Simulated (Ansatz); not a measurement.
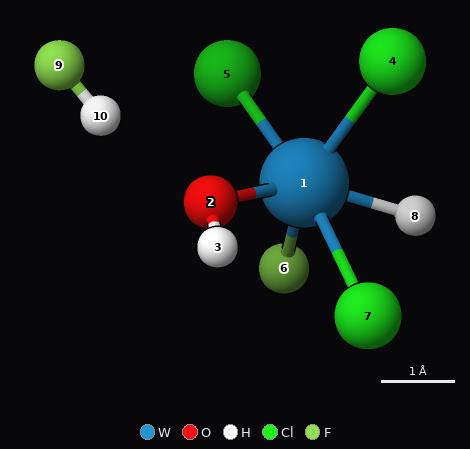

Figure 1. The starting structure (ball-and-stick view, seen at a tilt; atoms are numbered from 1 in the order of the input). Sticks mark near contacts. Bond lengths as drawn: Cl–W 2.27 to 2.44 Å, F–H 0.90 Å, F–W 1.84 Å, H–O 0.96 Å, H–W 1.64 Å and O–W 1.86 Å.

## Run report: WH3Cl3OF2, nudged elastic band

The run: nudged elastic band of WH3Cl3OF2. Method and program: RHF/def2-SVP (Ansatz 0.2.0).

One setting was made poor on purpose. It belongs to a series of runs on one base structure; here: band between the two ends. Figures and captions count atoms from 1; the log counts them from 0 in places.

The program's output
```
Engine: ansatz 0.2.0, aarch64-unknown-linux-gnu
Functional definition: HF
  exchange = exact_x
  correlation = 0
1448 factors; integrals over basis functions are off by at most 2.7e-4 eV
mean field evaluation 1: about -46788.3725 eV, gradient 6.7e1 eV
mean field evaluation 2: about -46788.6444 eV, gradient 6.7e1 eV
mean field evaluation 4: about -46798.4331 eV, gradient 7.3e0 eV
mean field evaluation 8: about -46798.6292 eV, gradient 8.7e-1 eV
mean field evaluation 16: about -46763.2901 eV, gradient 6.1e1 eV
mean field -46798.63663154 eV, -1719.8181749540 hartree, gradient 2.1e-5 eV, S^2 0.000000; 1 other end points of the search recorded, 0 dependent functions left out
the calculation of the forces begins
reference -46798.63663154 eV, -1719.8181749540 hartree; 47, 47 occupied and 96, 96 virtual orbitals, 1448 factors
1449 factors; integrals over basis functions are off by at most 1.2e-3 eV
mean field evaluation 32: about -46799.4241 eV, gradient 2.6e-4 eV
mean field -46799.42413946 eV, -1719.8471153363 hartree, gradient 1.9e-5 eV, S^2 0.000000; 0 other end points of the search recorded, 0 dependent functions left out
[... from here on the field's lines of each further geometry are left out, up to the last ...]
NEB iter   1: max|band force component| = 7.658e0 eV/Å  barrier→ = 12.3445 eV  barrier← = 13.1320 eV  Δτ_max = 0.2000 Å  (885 SCF iters)
NEB iter   2: max|band force component| = 7.012e0 eV/Å  barrier→ = 7.1202 eV  barrier← = 7.9077 eV  Δτ_max = 0.1975 Å  (275 SCF iters)
NEB iter   3: max|band force component| = 4.024e0 eV/Å  barrier→ = 4.0363 eV  barrier← = 4.8238 eV  Δτ_max = 0.1993 Å  (242 SCF iters)
NEB iter   4: max|band force component| = 2.108e0 eV/Å  barrier→ = 2.3004 eV  barrier← = 3.0879 eV  Δτ_max = 0.1987 Å  (245 SCF iters)
NEB iter   5: max|band force component| = 2.565e0 eV/Å  barrier→ = 1.8818 eV  barrier← = 2.6693 eV  Δτ_max = 0.1011 Å  (249 SCF iters)
NEB iter   6: max|band force component| = 1.191e0 eV/Å  barrier→ = 1.5795 eV  barrier← = 2.3670 eV  Δτ_max = 0.1962 Å  (244 SCF iters)
NEB iter   7: max|band force component| = 1.124e0 eV/Å  barrier→ = 1.1996 eV  barrier← = 1.9871 eV  Δτ_max = 0.1903 Å  (237 SCF iters)
NEB iter   8: max|band force component| = 2.221e0 eV/Å  barrier→ = 1.5708 eV  barrier← = 2.3583 eV  Δτ_max = 0.1006 Å  (242 SCF iters)
NEB iter   9: max|band force component| = 7.193e-1 eV/Å  barrier→ = 1.0513 eV  barrier← = 1.8388 eV  Δτ_max = 0.1935 Å  (240 SCF iters)
NEB iter  10: max|band force component| = 9.031e-1 eV/Å  barrier→ = 0.9557 eV  barrier← = 1.7433 eV  Δτ_max = 0.0994 Å  (237 SCF iters)
NEB iter  11: max|band force component| = 6.055e-1 eV/Å  barrier→ = 0.9495 eV  barrier← = 1.7371 eV  CI = image 3  Δτ_max = 0.1009 Å  (236 SCF iters)
NEB iter  12: max|band force component| = 5.401e-1 eV/Å  barrier→ = 0.9583 eV  barrier← = 1.7458 eV  CI = image 3  Δτ_max = 0.0673 Å  (239 SCF iters)
the calculation of the forces begins
reference -46799.19437352 eV, -1719.8386715934 hartree; 47, 47 occupied and 96, 96 virtual orbitals, 1452 factors
1450 factors; integrals over basis functions are off by at most 1.2e-3 eV
mean field -46797.71158190 eV, -1719.7841800068 hartree, gradient 1.9e-5 eV, S^2 0.000000; 1 other end points of the search recorded, 0 dependent functions left out
the calculation of the forces begins
reference -46797.71158190 eV, -1719.7841800068 hartree; 47, 47 occupied and 96, 96 virtual orbitals, 1450 factors
NEB iter  13: max|band force component| = 1.667e-1 eV/Å  barrier→ = 0.9250 eV  barrier← = 1.7126 eV  CI = image 3  Δτ_max = 0.0000 Å  (579 SCF iters)
```

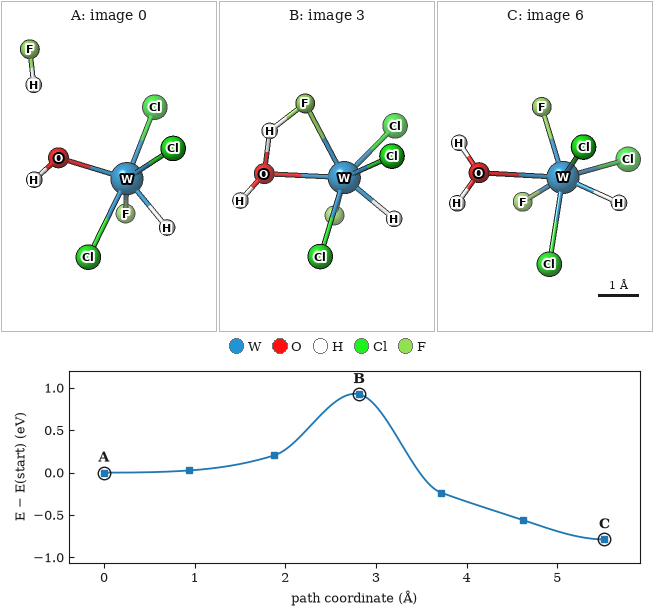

Figure 2. Images of the last band (counted from 0; ball-and-stick, seen on its broad side) above the energy along the path; the line is a cubic interpolation that uses the forces. The highest image is number 3, 0.925 eV above the start and 1.713 eV above the end (the climbing image); the end lies 0.788 eV below the start. The path is 5.52 Å long. The band converged in 13 iterations.

```
Total energy: -46797.71158190 eV, -1719.7841800068 hartree
Atom 0 at     0.134918     0.324154     0.098214 Å, force     0.023020    -0.029353     0.125444 eV/Å
Atom 1 at    -0.154414     0.152849     2.095605 Å, force     0.002896    -0.115418     0.186420 eV/Å
Atom 2 at    -0.424350    -0.626626     2.566532 Å, force    -0.028057     0.039892     0.079658 eV/Å
Atom 3 at     2.157181    -0.208841    -0.850150 Å, force     0.190719     0.077165    -0.037813 eV/Å
Atom 4 at     0.018868     2.328919    -0.982834 Å, force     0.084443     0.029452    -0.137618 eV/Å
Atom 5 at    -1.713724     0.465277     0.043778 Å, force     0.001874    -0.085299     0.023828 eV/Å
Atom 6 at    -0.162889    -2.040602     0.368079 Å, force    -0.090804     0.037720    -0.036929 eV/Å
Atom 7 at    -0.218573    -0.368137    -1.342292 Å, force    -0.065550     0.091329    -0.022679 eV/Å
Atom 8 at     1.520334     1.336965     1.480067 Å, force    -0.072879     0.016866    -0.221110 eV/Å
Atom 9 at     0.810549     0.789640     2.206404 Å, force    -0.045663    -0.062355     0.040797 eV/Å
Dipole moment:    -0.054605    -0.074505     0.503355 e Å
this run last wrote the band of iteration 13 to [file]
```

The last band as extended XYZ (Å, eV, eV/Å)
```
10
Properties=species:S:1:pos:R:3:forces:R:3 image=0 energy=-46798.63663
W    -0.1132    0.0495   -0.2214    0.0077   0.0054  -0.0038
O     0.2022    0.0501    1.6084    0.0191  -0.0185   0.0219
H     0.1204   -0.7295    2.1542   -0.0053   0.0162  -0.0087
Cl    1.9610   -0.3874   -1.0463   -0.0081  -0.0015   0.0017
Cl    0.1571    2.2843   -0.7065   -0.0062  -0.0078  -0.0052
F    -1.8982    0.3699   -0.5126   -0.0132   0.0125  -0.0043
Cl   -0.7006   -2.2196    0.4710    0.0040  -0.0014   0.0011
H    -0.4058   -1.0362   -1.4104    0.0081   0.0008   0.0012
F     1.5770    2.2367    2.8033    0.0003  -0.0025   0.0058
H     1.0680    1.5358    2.5436   -0.0065  -0.0032  -0.0097
10
Properties=species:S:1:pos:R:3:forces:R:3 image=1 energy=-46798.61106
W    -0.1171    0.1200   -0.1264   -0.0075  -0.0075  -0.0048
O    -0.0386    0.0549    1.7290    0.0051  -0.0034  -0.0233
H    -0.2029   -0.7370    2.2368    0.0256   0.0010  -0.0090
Cl    2.0408   -0.2055   -0.7528   -0.0126  -0.0045  -0.0076
Cl    0.0171    2.3145   -0.7796   -0.0004   0.0090   0.0181
F    -1.9293    0.3255   -0.3717   -0.0109  -0.0031  -0.0275
Cl   -0.4923   -2.2450    0.3951   -0.0218  -0.0047   0.0072
H    -0.3403   -0.8763   -1.4070   -0.0013  -0.0274  -0.0061
F     1.8395    1.9995    2.2775    0.0158   0.0214   0.0425
H     1.1910    1.4029    2.4826    0.0081   0.0192   0.0104
10
Properties=species:S:1:pos:R:3:forces:R:3 image=2 energy=-46798.43349
W     0.0026    0.1945    0.0219   -0.0043   0.0188  -0.0920
O    -0.1087    0.0258    1.8951    0.0353  -0.1117  -0.0449
H    -0.4762   -0.7081    2.3764   -0.0273  -0.0346  -0.0776
Cl    2.1198   -0.1938   -0.7187   -0.0253   0.0121   0.0795
Cl    0.0442    2.2749   -0.9453    0.0239  -0.0465   0.0268
F    -1.8343    0.4230   -0.0262   -0.0644  -0.0175  -0.0338
Cl   -0.2829   -2.1881    0.3086   -0.0788  -0.0674  -0.0487
H    -0.3910   -0.5681   -1.3707   -0.0923  -0.0751  -0.0136
F     1.6980    1.6965    1.7838    0.0821   0.1573   0.1340
H     1.1963    1.1970    2.3585    0.1511   0.1645   0.0702
10
Properties=species:S:1:pos:R:3:forces:R:3 image=3 energy=-46797.71158
W     0.1349    0.3242    0.0982    0.0230  -0.0294   0.1254
O    -0.1544    0.1528    2.0956    0.0029  -0.1154   0.1864
H    -0.4244   -0.6266    2.5665   -0.0281   0.0399   0.0797
Cl    2.1572   -0.2088   -0.8501    0.1907   0.0772  -0.0378
Cl    0.0189    2.3289   -0.9828    0.0844   0.0295  -0.1376
F    -1.7137    0.4653    0.0438    0.0019  -0.0853   0.0238
Cl   -0.1629   -2.0406    0.3681   -0.0908   0.0377  -0.0369
H    -0.2186   -0.3681   -1.3423   -0.0655   0.0913  -0.0227
F     1.5203    1.3370    1.4801   -0.0729   0.0169  -0.2211
H     0.8105    0.7896    2.2064   -0.0457  -0.0624   0.0408
10
Properties=species:S:1:pos:R:3:forces:R:3 image=4 energy=-46798.87151
W     0.2070    0.3451    0.0506    0.0763   0.0642  -0.0011
O    -0.0842    0.1563    2.2568    0.1426  -0.0512   0.2396
H    -0.3894   -0.6131    2.7236   -0.0400  -0.0220   0.0003
Cl    2.2190   -0.3382   -0.8910    0.0716  -0.0532  -0.0062
Cl   -0.0426    2.2397   -1.2512   -0.0025  -0.0493  -0.1394
F    -1.6372    0.4874    0.2065    0.0454   0.0375   0.0954
Cl   -0.1987   -1.9814    0.3186   -0.0442   0.0293  -0.0499
H    -0.1625   -0.2062   -1.4516    0.0479   0.1001  -0.0305
F     1.4314    1.4621    1.0078   -0.1516   0.0517  -0.2826
H     0.6250    0.6018    2.7134   -0.1453  -0.1071   0.1743
10
Properties=species:S:1:pos:R:3:forces:R:3 image=5 energy=-46799.19437
W     0.1576    0.3911    0.0171    0.0076   0.0618  -0.0423
O     0.2651   -0.0813    2.2205    0.1185  -0.1092   0.0239
H    -0.2103   -0.7599    2.6851    0.0480  -0.0536  -0.0340
Cl    2.2636   -0.3673   -0.5851    0.0206  -0.0339   0.1514
Cl   -0.1547    2.1121   -1.5149   -0.0266  -0.0808  -0.0861
F    -1.6026    0.6735    0.4963   -0.0019   0.1052   0.1136
Cl   -0.4626   -1.9153    0.1553   -0.1008   0.0317  -0.0664
H    -0.0900   -0.2063   -1.4854    0.0670  -0.0105  -0.0323
F     1.1582    1.7405    0.8898   -0.1220   0.0969  -0.0594
H     0.6435    0.5665    2.8046   -0.0105  -0.0075   0.0317
10
Properties=species:S:1:pos:R:3:forces:R:3 image=6 energy=-46799.42414
W     0.1126    0.4329   -0.0094   -0.0036  -0.0016  -0.0026
O     0.4809   -0.2106    2.1495   -0.0021   0.0005   0.0059
H    -0.0886   -0.8455    2.5690    0.0056   0.0068  -0.0067
Cl    2.2802   -0.4063   -0.2703    0.0013  -0.0002   0.0027
Cl   -0.4699    1.9392   -1.6507   -0.0016  -0.0018   0.0005
F    -1.5093    0.8664    0.8103   -0.0001   0.0050   0.0000
Cl   -0.7995   -1.7443    0.0219    0.0019  -0.0022  -0.0036
H     0.2434   -0.2379   -1.4820   -0.0020  -0.0003   0.0025
F     1.0240    1.8650    0.7944    0.0011  -0.0018   0.0025
H     0.6941    0.4948    2.7506   -0.0006  -0.0043  -0.0011
```

This output came from the following input.

Input
```yaml
crystal:
  periodic: [false, false, false]
  atoms:
    - { symbol: W, position_ang: [-0.113216, 0.049483, -0.221427] }
    - { symbol: O, position_ang: [0.202236, 0.050081, 1.608391] }
    - { symbol: H, position_ang: [0.120372, -0.729485, 2.154223] }
    - { symbol: Cl, position_ang: [1.961042, -0.387406, -1.046252] }
    - { symbol: Cl, position_ang: [0.157103, 2.284262, -0.706516] }
    - { symbol: F, position_ang: [-1.898152, 0.369932, -0.512577] }
    - { symbol: Cl, position_ang: [-0.700617, -2.219586, 0.470986] }
    - { symbol: H, position_ang: [-0.405832, -1.036233, -1.410359] }
    - { symbol: F, position_ang: [1.57699, 2.236733, 2.80329] }
    - { symbol: H, position_ang: [1.067974, 1.535818, 2.543643] }
basis:
  gaussian: { orbitals: def2-SVP }
hamiltonian:
  xc: hf
neb:
  order_check: false
  images: 5
  f_tol: 0.2
  max_iterations: 60
  final_atoms:
    - { symbol: W, position_ang: [0.11259434, 0.43294076, -0.00942527] }
    - { symbol: O, position_ang: [0.48085828, -0.21064712, 2.14952659] }
    - { symbol: H, position_ang: [-0.08859185, -0.84552228, 2.56895821] }
    - { symbol: Cl, position_ang: [2.2802466, -0.4063403, -0.2703405] }
    - { symbol: Cl, position_ang: [-0.46988975, 1.93920641, -1.65068786] }
    - { symbol: F, position_ang: [-1.50934279, 0.86635435, 0.81031078] }
    - { symbol: Cl, position_ang: [-0.79950495, -1.7443113, 0.02193518] }
    - { symbol: H, position_ang: [0.24339509, -0.23785885, -1.48195752] }
    - { symbol: F, position_ang: [1.02401932, 1.86496595, 0.79443361] }
    - { symbol: H, position_ang: [0.69411572, 0.49481138, 2.75064878] }
  initial_path:
    images:
      - { positions_ang: [[-0.113216, 0.049483, -0.221427], [0.202236, 0.050081, 1.608391], [0.120372, -0.729485, 2.154223], [1.961042, -0.387406, -1.046252], [0.157103, 2.284262, -0.706516], [-1.898152, 0.369932, -0.512577], [-0.700617, -2.219586, 0.470986], [-0.405832, -1.036233, -1.410359], [1.57699, 2.236733, 2.80329], [1.067974, 1.535818, 2.543643]] }
      - { positions_ang: [[-0.08999008, 0.03114208, -0.14122022], [0.16139357, 0.05697369, 1.84046104], [-0.19519031, -0.53279295, 2.33556694], [2.08676098, -0.31201335, -0.73218492], [0.14064586, 2.31552606, -0.4938577], [-1.89448211, 0.28494537, -0.30352084], [-0.53201402, -2.2761019, 0.34963326], [-0.315924, -0.71177106, -1.50602516], [1.54936735, 1.95547633, 2.05847453], [1.05733275, 1.34221473, 2.27607506]] }
      - { positions_ang: [[-0.06676416, 0.01280116, -0.06101344], [0.12055114, 0.06386638, 2.07253108], [-0.51075262, -0.3361009, 2.51691087], [2.21247997, -0.23662071, -0.41811783], [0.12418872, 2.34679013, -0.2811994], [-1.89081223, 0.19995874, -0.09446467], [-0.36341104, -2.3326178, 0.22828052], [-0.226016, -0.38730912, -1.60169131], [1.52174469, 1.67421966, 1.31365906], [1.04669151, 1.14861145, 2.00850712]] }
      - { positions_ang: [[-0.04353824, -0.00553976, 0.01919334], [0.07970871, 0.07075907, 2.30460111], [-0.82631493, -0.13940885, 2.69825481], [2.33819895, -0.16122806, -0.10405075], [0.10773158, 2.37805419, -0.0685411], [-1.88714234, 0.11497211, 0.11459149], [-0.19480805, -2.3891337, 0.10692778], [-0.136108, -0.06284717, -1.69735747], [1.49412204, 1.39296298, 0.56884359], [1.03605026, 0.95500818, 1.74093919]] }
      - { positions_ang: [[0.00850596, 0.14062042, 0.00965381], [0.21342523, -0.02304299, 2.25290961], [-0.58040724, -0.37477999, 2.65515594], [2.3188815, -0.24293214, -0.15948066], [-0.08480886, 2.2317716, -0.59592335], [-1.76120915, 0.36543286, 0.34649792], [-0.39637369, -2.1741929, 0.07859691], [-0.00960697, -0.1211844, -1.62555749], [1.33742113, 1.55029731, 0.64404026], [0.92207208, 0.80160925, 2.07750905]] }
      - { positions_ang: [[0.06055015, 0.28678059, 0.00011427], [0.34714176, -0.11684506, 2.2012181], [-0.33449954, -0.61015114, 2.61205708], [2.29956405, -0.32463622, -0.21491058], [-0.2773493, 2.08548901, -1.12330561], [-1.63527597, 0.6158936, 0.57840435], [-0.59793932, -1.9592521, 0.05026605], [0.11689406, -0.17952162, -1.5537575], [1.18072022, 1.70763163, 0.71923694], [0.8080939, 0.64821031, 2.41407892]] }
      - { positions_ang: [[0.11259434, 0.43294076, -0.00942527], [0.48085828, -0.21064712, 2.14952659], [-0.08859185, -0.84552228, 2.56895821], [2.2802466, -0.4063403, -0.2703405], [-0.46988975, 1.93920641, -1.65068786], [-1.50934279, 0.86635435, 0.81031078], [-0.79950495, -1.7443113, 0.02193518], [0.24339509, -0.23785885, -1.48195752], [1.02401932, 1.86496595, 0.79443361], [0.69411572, 0.49481138, 2.75064878]] }
```

Command:
```bash
ansatz run input.yaml --threads 4 --pin off --max-ram 5120MiB --backend cpu --events-out ev --progress --plain --runs-dir out
```

Results in brief

- outcome: converged
- barrier, forward: 0.925 eV
- barrier, backward: 1.713 eV
- hardware: 4 threads of Arm Neoverse V2, 24 GiB of memory available, shared host
- wall time: 2.4 min (CPU time 8.9 min)
- peak memory: 0.51 GiB

Notes

A deliberately poor setting: loose force. The order of the saddle point was not checked.
